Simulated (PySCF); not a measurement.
**C₇H₁₁N: NMR shifts at several levels of theory, part 1 of 2**

How much do the NMR shifts of C₇H₁₁N (`Cc1ccc(C)n1C`) depend on the level of theory, and what does each level cost?

Programs: PySCF 2.14.0, with density-fitted response routines of our own. Each step states its level of theory. These are calculated values for one molecule in the gas phase, unless marked as measured. Atoms are numbered from 0 throughout.

## 1. The starting structure

19 atoms, charge 0, multiplicity 1; geometry from: GFN2-xTB.

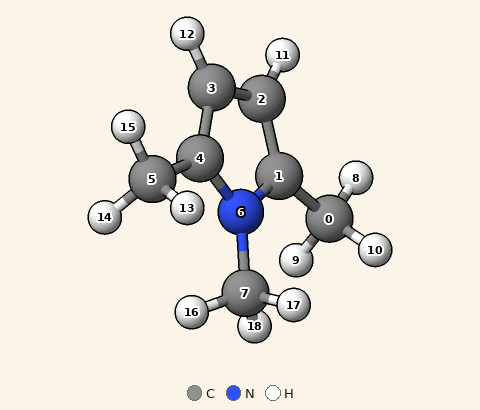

The starting geometry (carbon grey, nitrogen blue, hydrogen white), atoms numbered.

## 2. Relaxing the molecule at PBE0-D3(BJ)/def2-SVP

What the job is given:

```
{"job": {"xc": "PBE0", "basis": "def2-SVP", "d3": "d3bj", "grid": 1, "kind": "geom"}, "charge": 0, "multiplicity": 1}
C      2.430650    -0.559490    -0.307400
C      1.138180     0.113090    -0.001780
C      0.902750     1.366860     0.497130
C     -0.492670     1.521960     0.609340
C     -1.071730     0.358720     0.175940
C     -2.511450    -0.010170     0.090040
N     -0.071560    -0.494150    -0.204280
C     -0.256670    -1.832980    -0.685400
H      3.249500     0.091720    -0.014870
H      2.527450    -0.770620    -1.374220
H      2.525000    -1.500520     0.236040
H      1.648220     2.093600     0.754170
H     -1.011450     2.389230     0.968060
H     -2.721850    -0.917320     0.657990
H     -2.819150    -0.176340    -0.944250
H     -3.111770     0.798780     0.496690
H     -1.203350    -1.906830    -1.222920
H     -0.260160    -2.552450     0.140380
H      0.549770    -2.101690    -1.363900
```

Output:

```text
step   0  E = -327.50694230  max force = 0.014759
step   1  E = -327.50866984  max force = 0.006763
step   2  E = -327.50861842  max force = 0.006926
step   3  E = -327.50894814  max force = 0.000636
step   4  E = -327.50895622  max force = 0.000600
step   5  E = -327.50896289  max force = 0.000467
step   6  E = -327.50896875  max force = 0.000800
step   7  E = -327.50897079  max force = 0.000788
step   8  E = -327.50897362  max force = 0.000200
optimisation converged
```

Wall time 47 s (8 threads of Arm Neoverse V2, shared host).

Along the way: (the energy doesn't fall at every step)

```csv
step,energy from step 0 (eV),largest force component (eV/Å)
0,0.0000,0.7589
1,-0.0470,0.3478
2,-0.0456,0.3561
3,-0.0546,0.0327
4,-0.0548,0.0309
5,-0.0550,0.0240
6,-0.0551,0.0411
7,-0.0552,0.0405
8,-0.0553,0.0103
```

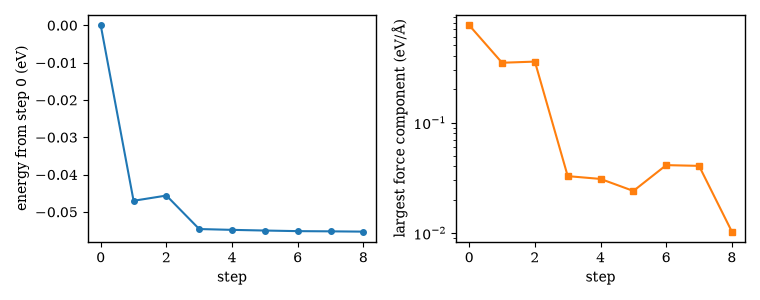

Energy and force, step by step.

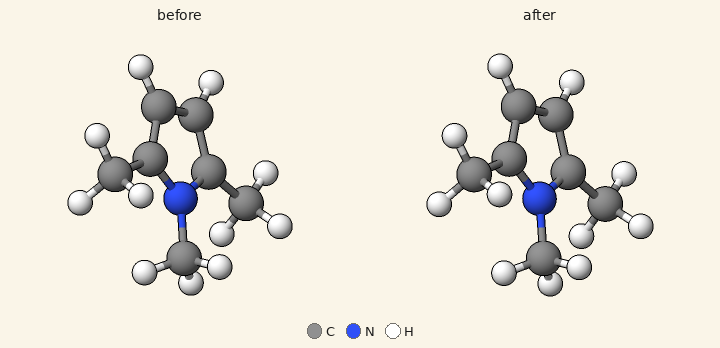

The geometry before (left) and after (right).

Distances of close pairs at the start and the end, largest changes first:

```csv
bond,before (Å),after (Å),change (Å)
C2–H11,1.072,1.089,+0.016
C3–H12,1.072,1.089,+0.016
C5–H13,1.091,1.104,+0.013
C0–H10,1.091,1.104,+0.013
C0–H9,1.092,1.104,+0.012
C5–H14,1.092,1.104,+0.012
C5–H15,1.086,1.098,+0.012
C0–H8,1.086,1.098,+0.012
```

The final coordinates are the input of the step that follows.

```csv
at the end point,value
point group (found at 0.08 Å tolerance),Cs
"rotational constants (GHz, main isotopes)","3.334, 1.991, 1.277"
dipole moment (D),2.28
```

## 3. NMR shieldings: PBE0/pcSseg-2

What the job is given:

```
{"job": {"kind": "nmr", "xc": "PBE0", "basis": "pcSseg-2", "pop": false}, "charge": 0, "multiplicity": 1}
C      2.439254    -0.561719    -0.322178
C      1.152373     0.114678    -0.006632
C      0.914126     1.371302     0.511305
C     -0.492241     1.529065     0.627205
C     -1.082151     0.365526     0.177493
C     -2.520061    -0.005170     0.087487
N     -0.071114    -0.486140    -0.213864
C     -0.260336    -1.833807    -0.676830
H      3.273454     0.103262    -0.062354
H      2.538207    -0.808084    -1.393816
H      2.576088    -1.499720     0.242896
H      1.682062     2.097306     0.772373
H     -1.028887     2.401456     0.995876
H     -2.767169    -0.897814     0.687492
H     -2.842661    -0.207942    -0.948689
H     -3.134014     0.823848     0.463496
H     -1.211812    -1.918789    -1.218294
H     -0.270086    -2.561875     0.152898
H      0.544677    -2.113982    -1.369106
```

Level: GIAO PBE0/pcSseg-2 NMR shielding, non-relativistic, gas phase.

Output:

```text
coarse grid: 15488 points
cycle   1  E = -327.7654223903  dE =  1.158e+00  |g| = 5.014e-01  |ddm| = 2.985e+00
cycle   2  E = -327.7245810203  dE =  4.084e-02  |g| = 6.482e-01  |ddm| = 1.078e+00
cycle   3  E = -327.8295515167  dE = -1.050e-01  |g| = 1.370e-01  |ddm| = 6.688e-01
cycle   4  E = -327.8338010327  dE = -4.250e-03  |g| = 3.918e-02  |ddm| = 1.245e-01
cycle   5  E = -327.8341599233  dE = -3.589e-04  |g| = 9.040e-03  |ddm| = 3.794e-02
cycle   6  E = -327.8341774357  dE = -1.751e-05  |g| = 2.369e-03  |ddm| = 8.623e-03
cycle   7  E = -327.8341786033  dE = -1.168e-06  |g| = 3.805e-04  |ddm| = 1.766e-03
final grid: 148544 points
cycle   8  E = -327.8389342401  dE = -1.535e-04  |g| = 8.501e-03  |ddm| = 1.415e-01
cycle   9  E = -327.8389311357  dE =  3.104e-06  |g| = 9.156e-03  |ddm| = 1.836e-02
cycle  10  E = -327.8389528360  dE = -2.170e-05  |g| = 1.401e-03  |ddm| = 8.492e-03
cycle  11  E = -327.8389532264  dE = -3.904e-07  |g| = 5.678e-04  |ddm| = 1.549e-03
cycle  12  E = -327.8389532983  dE = -7.186e-08  |g| = 1.110e-04  |ddm| = 4.639e-04
cycle  13  E = -327.8389533009  dE = -2.592e-09  |g| = 3.559e-05  |ddm| = 1.109e-04
cycle  14  E = -327.8389533012  dE = -2.951e-10  |g| = 4.561e-06  |ddm| = 3.622e-05
converged SCF energy = -327.8389533012

GIAO shielding tensors (ppm)
atom      isotropic    diamagn.    paramagn.     s11        s22        s33       span
  0 C      169.346     241.032     -71.686    159.303    164.461    184.274     24.971
  1 C       49.504     263.422    -213.918    -25.421     51.955    121.979    147.400
  2 C       69.546     256.515    -186.969     -9.698     69.442    148.896    158.594
  3 C       69.555     256.511    -186.956     -9.656     69.442    148.879    158.534
  4 C       49.533     263.425    -213.892    -25.400     52.032    121.967    147.366
  5 C      169.354     241.026     -71.672    159.314    164.483    184.266     24.953
  6 N       86.559     323.366    -236.807    -22.961    113.889    168.749    191.710
  7 C      153.011     242.135     -89.125    133.610    144.007    181.416     47.806
  8 H       28.920      28.139       0.782     23.686     28.491     34.584     10.899
  9 H       29.096      29.730      -0.634     24.620     27.315     35.353     10.734
 10 H       29.149      29.622      -0.473     24.679     27.468     35.302     10.623
 11 H       25.277      32.924      -7.647     22.628     26.044     27.160      4.531
 12 H       25.279      32.925      -7.645     22.628     26.049     27.162      4.534
 13 H       29.149      29.625      -0.476     24.683     27.452     35.313     10.630
 14 H       29.096      29.735      -0.639     24.613     27.330     35.345     10.733
 15 H       28.921      28.140       0.781     23.686     28.492     34.584     10.898
 16 H       27.750      30.407      -2.657     22.375     28.365     32.510     10.135
 17 H       28.191      29.969      -1.778     24.328     24.946     35.299     10.971
 18 H       27.755      30.400      -2.645     22.390     28.339     32.536     10.146
```

Run time: 67 s. Hardware: 8 threads of Arm Neoverse V2, shared host.

Shifts follow as δ = σ(reference) − σ, with reference shieldings (ppm) from runs at the same level and on the same kind of geometry: 1H TMS 31.25, 13C TMS 184.1, 15N NH3 261.7. The references are single molecules in the gas phase, so shifts against H2O, NH3, PH3, H3PO4 or CFCl3 are not on the usual liquid scales and can be off by tens of ppm. Atoms listed in one row are averaged.

```csv
atoms,environment,σ (ppm),δ (ppm)
"C1, C4",substituted aromatic carbon next to a ring nitrogen,49.5,134.6
"C2, C3",aromatic CH,69.6,114.6
C7,methyl carbon bonded to N,153.0,31.1
"C0, C5",methyl carbon on an aromatic ring,169.4,14.8
"H11, H12",hydrogen on an aromatic CH,25.28,5.97
"H16, H17, H18",hydrogen on a methyl carbon bonded to N,27.90,3.35
"H8, H9, H10, H13, H14, H15",hydrogen on a methyl carbon on an aromatic ring,29.06,2.19
N6,pyrrole-type ring nitrogen,86.6,175.1
```

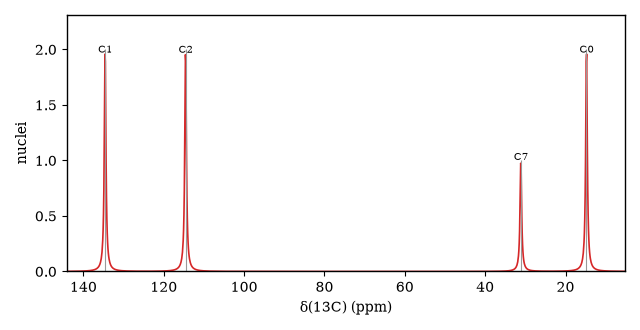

13C lines at the computed shifts, without couplings. Lines are broadened to a width of 0.48 ppm (Lorentzian).

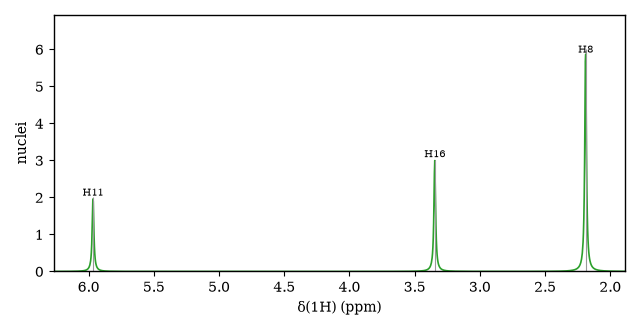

1H lines at the computed shifts, without couplings. Lines are broadened to a width of 0.02 ppm (Lorentzian).

Ring of atoms C1, C2, C3, C4, N6: NICS(0) -12.1, NICS(1) -9.2, NICS(1)zz -26.6 ppm (means of both faces).

## 4. Nuclear shieldings: PBE/pcSseg-2

The job, as its differences from that of step 3:

```diff
@@ -1,2 +1,2 @@
-{"job": {"kind": "nmr", "xc": "PBE0", "basis": "pcSseg-2", "pop": false}, "charge": 0, "multiplicity": 1}
+{"job": {"kind": "nmr", "xc": "PBE", "basis": "pcSseg-2", "pop": false}, "charge": 0, "multiplicity": 1}
 C      2.439254    -0.561719    -0.322178
```

Level: GIAO PBE/pcSseg-2 NMR shielding, non-relativistic, gas phase.

Output:

```text
coarse grid: 15488 points
cycle   1  E = -327.6546477381  dE =  8.739e-01  |g| = 7.113e-01  |ddm| = 2.982e+00
cycle   2  E = -327.4081735734  dE =  2.465e-01  |g| = 1.169e+00  |ddm| = 1.926e+00
cycle   3  E = -327.7747077315  dE = -3.665e-01  |g| = 2.771e-01  |ddm| = 1.475e+00
cycle   4  E = -327.7931676698  dE = -1.846e-02  |g| = 6.661e-02  |ddm| = 2.434e-01
cycle   5  E = -327.7941692837  dE = -1.002e-03  |g| = 2.534e-02  |ddm| = 8.981e-02
cycle   6  E = -327.7943108205  dE = -1.415e-04  |g| = 7.663e-03  |ddm| = 2.669e-02
cycle   7  E = -327.7943231130  dE = -1.229e-05  |g| = 1.291e-03  |ddm| = 6.316e-03
cycle   8  E = -327.7943233671  dE = -2.541e-07  |g| = 6.877e-04  |ddm| = 1.295e-03
final grid: 148544 points
cycle   9  E = -327.8049208249  dE = -2.324e-04  |g| = 1.467e-02  |ddm| = 1.976e-01
cycle  10  E = -327.8048530947  dE =  6.773e-05  |g| = 2.145e-02  |ddm| = 3.255e-02
cycle  11  E = -327.8049749464  dE = -1.219e-04  |g| = 2.700e-03  |ddm| = 2.035e-02
cycle  12  E = -327.8049763550  dE = -1.409e-06  |g| = 1.037e-03  |ddm| = 2.669e-03
cycle  13  E = -327.8049765755  dE = -2.205e-07  |g| = 3.463e-04  |ddm| = 9.350e-04
cycle  14  E = -327.8049766040  dE = -2.847e-08  |g| = 9.915e-05  |ddm| = 3.308e-04
cycle  15  E = -327.8049766063  dE = -2.329e-09  |g| = 3.037e-05  |ddm| = 1.076e-04
cycle  16  E = -327.8049766065  dE = -2.001e-10  |g| = 9.907e-06  |ddm| = 2.970e-05
converged SCF energy = -327.8049766065

GIAO shielding tensors (ppm)
atom      isotropic    diamagn.    paramagn.     s11        s22        s33       span
  0 C      164.408     240.999     -76.591    153.613    159.071    180.540     26.927
  1 C       47.538     262.888    -215.350    -22.106     49.743    114.976    137.081
  2 C       66.602     256.339    -189.737     -9.612     66.867    142.550    152.162
  3 C       66.607     256.332    -189.724     -9.576     66.865    142.533    152.109
  4 C       47.567     262.895    -215.328    -22.084     49.822    114.962    137.046
  5 C      164.417     240.990     -76.573    153.625    159.095    180.533     26.908
  6 N       80.644     322.299    -241.655    -25.307    108.836    158.405    183.712
  7 C      148.089     242.349     -94.261    127.571    139.120    177.575     50.004
  8 H       28.866      28.458       0.408     23.890     28.541     34.167     10.277
  9 H       28.984      29.772      -0.788     24.680     27.208     35.066     10.386
 10 H       29.040      29.692      -0.653     24.755     27.352     35.012     10.257
 11 H       25.284      32.799      -7.515     22.950     25.889     27.015      4.065
 12 H       25.286      32.799      -7.513     22.949     25.893     27.017      4.068
 13 H       29.040      29.695      -0.656     24.759     27.337     35.024     10.265
 14 H       28.985      29.776      -0.792     24.674     27.223     35.057     10.384
 15 H       28.866      28.458       0.408     23.890     28.542     34.167     10.277
 16 H       27.650      30.392      -2.742     22.522     28.265     32.164      9.642
 17 H       28.077      29.942      -1.865     24.297     24.882     35.051     10.754
 18 H       27.655      30.385      -2.730     22.536     28.238     32.191      9.655
```

Run time: 44 s. Hardware: 8 threads of Arm Neoverse V2, shared host.

This run: δ C1 131.8, C2 112.8, C7 31.3, C0 15.0, H11 5.89, H16 3.38 ppm (means over like atoms).

(Continued in part 2 of 2.)
